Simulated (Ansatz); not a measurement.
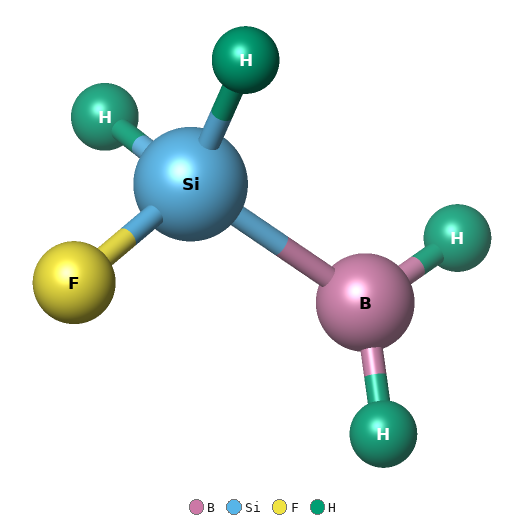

Every bond is drawn as one stick, whatever its order.

The computed structure is the end point of a PBE0-D4/def2-TZVP optimisation.

Describe the molecule.

It has 7 atoms: 1 boron, 1 fluorine, 4 hydrogen and 1 silicon (BFH₄Si). SMILES: `B[SiH2]F`. It has no ring. Among its groups: Si–H bond, B–H bond. This geometry has Cs symmetry. Coordination: 1 B trigonal planar; 1 Si tetrahedral.

The parts below concern this one geometry. Atoms keep their numbers from picture to picture.

### Shape

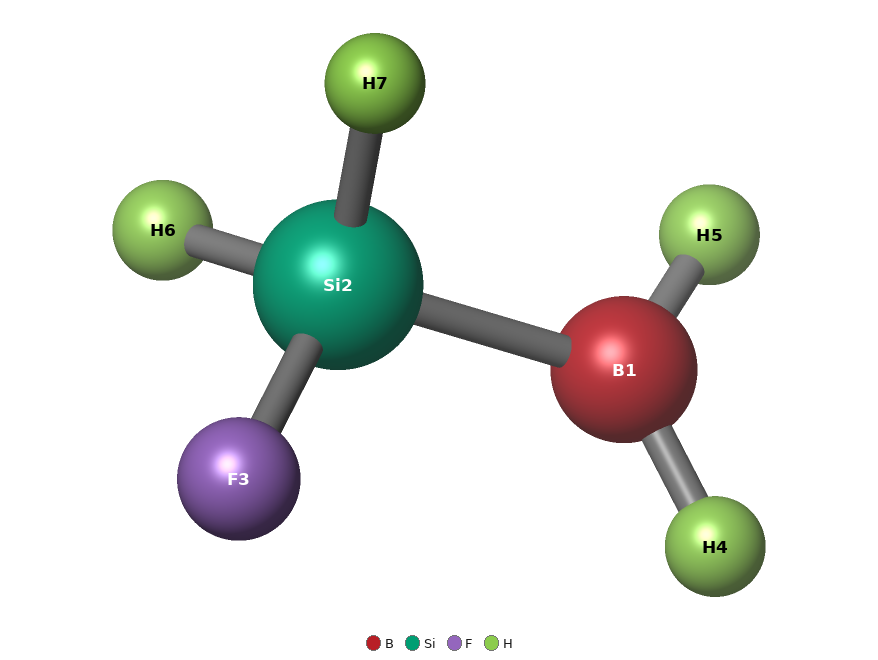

Numbered structure.

Give these bond angles: Si2–B1–H4, Si2–B1–H5, H4–B1–H5, B1–Si2–F3, B1–Si2–H6, F3–Si2–H6, H6–Si2–H7.

```tsv
angle	degrees
Si2–B1–H4	124.1
Si2–B1–H5	118.1
H4–B1–H5	117.8
B1–Si2–F3	113.6
B1–Si2–H6	110.0
F3–Si2–H6	107.3
H6–Si2–H7	108.5
```

### Dipole moment

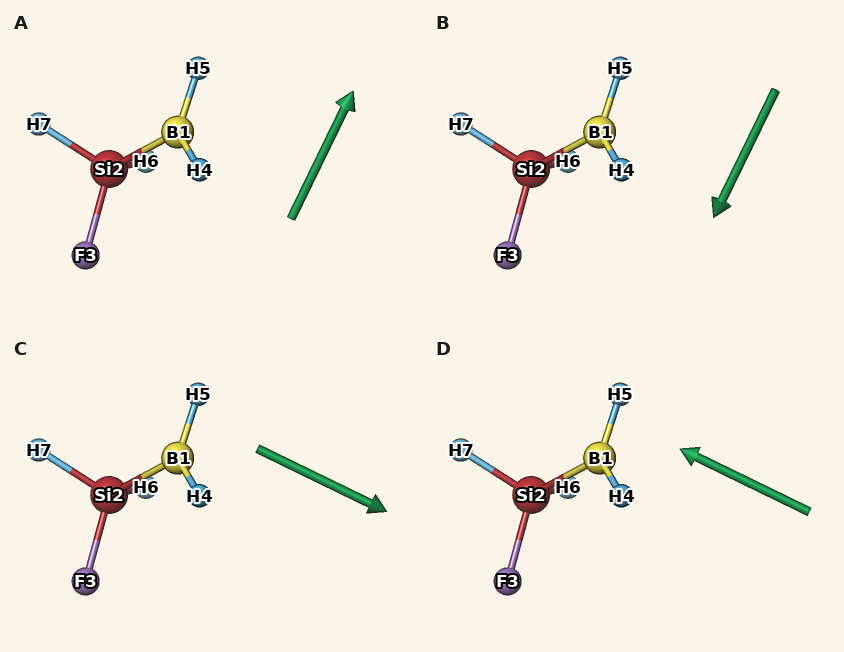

The same molecule four times, each with an arrow. Properties computed with RKS ωB97M-V/def2-TZVPP (Ansatz 0.2.0).

> Which arrow points along the dipole moment, from the negative to the positive end?

A. The dipole moment is 1.41 D; it points from the side of F3 to the side of H5 (the outermost atoms at the two ends).

### Vibrations

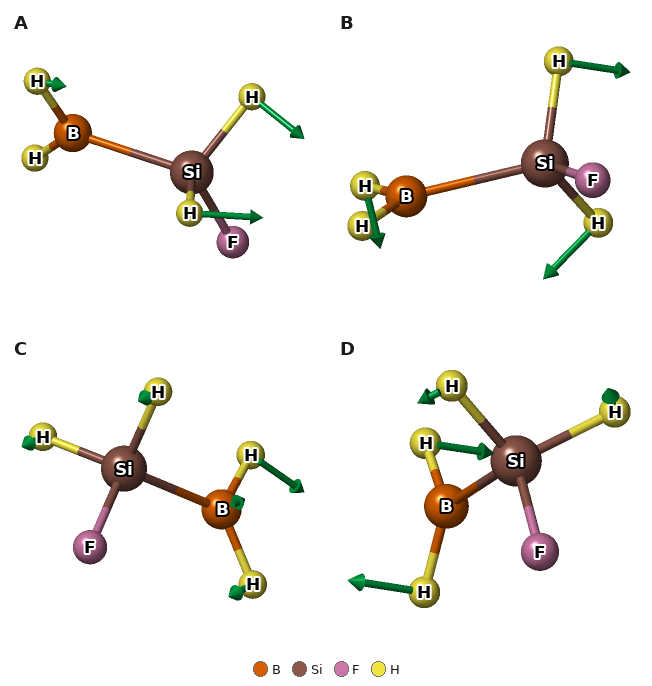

4 normal modes of one molecule or complex, as arrows. Harmonic vibrations computed with RKS PBE0-D4/def2-TZVP (Ansatz 0.2.0) at a stationary point of the same level.

> Match the panels to the wavenumbers 175 cm⁻¹, 387 cm⁻¹, 573 cm⁻¹, 913 cm⁻¹.

A: 913 cm⁻¹
B: 387 cm⁻¹, B–Si–H bending
C: 573 cm⁻¹
D: 175 cm⁻¹, a torsion or out-of-plane motion in which bond lengths and bond angles hardly change

### Charges

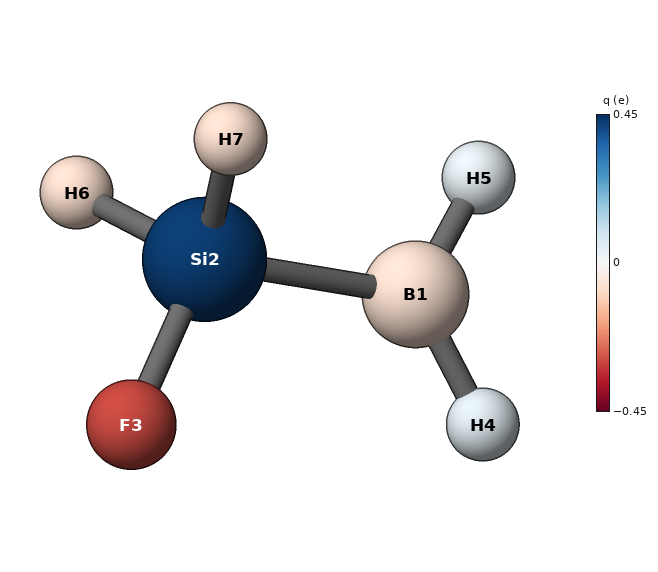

Atoms are coloured by their Mulliken charges. Level of theory: RKS PBE-D4/def2-TZVPP (Ansatz 0.2.0).

> Which atom carries the highest charge (most positive or least negative)?

Si2 (0.42 e).

> And the lowest?

F3 (−0.29 e).

Give the Mulliken charges atom by atom.

```csv
atom,value (e)
B1,−0.07
Si2,0.42
F3,−0.29
H4,0.05
H5,0.04
H6,−0.07
H7,−0.07
```

Mulliken values depend strongly on the basis set and can even reverse the polarity of a bond.
